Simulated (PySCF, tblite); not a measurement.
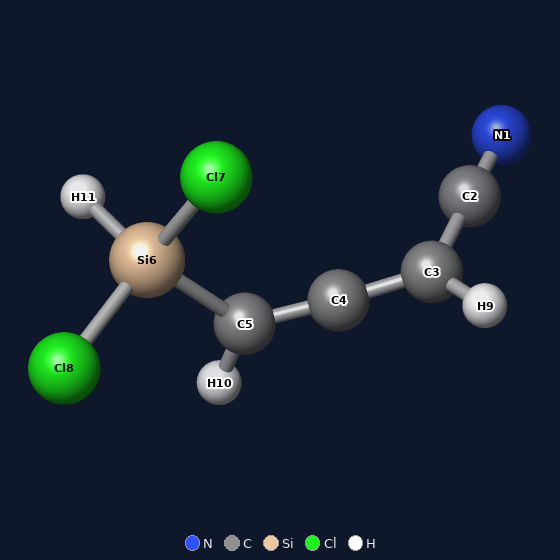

Structure of C₄H₃Cl₂NSi, SMILES N#CC=C=C[SiH](Cl)Cl.

GIAO shifts, PBE0/pcSseg-1 with PySCF, at a GFN2-xTB geometry (a minimum by its frequencies), against NH₃ for ¹⁵N computed at the same level (¹⁵N: a single molecule, while the usual scales start at liquid NH₃ or nitromethane; multiply bonded nitrogen can come out tens of ppm too deshielded). Gas phase, fully decoupled, line heights follow the number of nuclei, widths are arbitrary (no quadrupolar broadening); values of one conformer, averaged over nuclei that symmetry, rotation about single bonds or inversion at nitrogen exchange, these motions taken as fast; other conformers aren't averaged in.

Q: Predict the ¹⁵N spectrum.

A: 1 signal.


```tsv
δ (ppm)	nuclei	atoms
328.7	1	N1
```

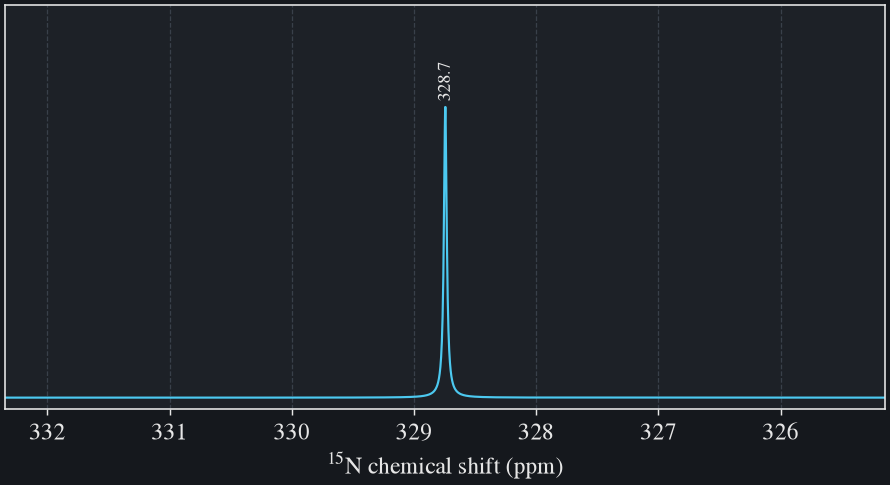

Note: the tight-binding geometry is rougher than a DFT one and adds to the error.
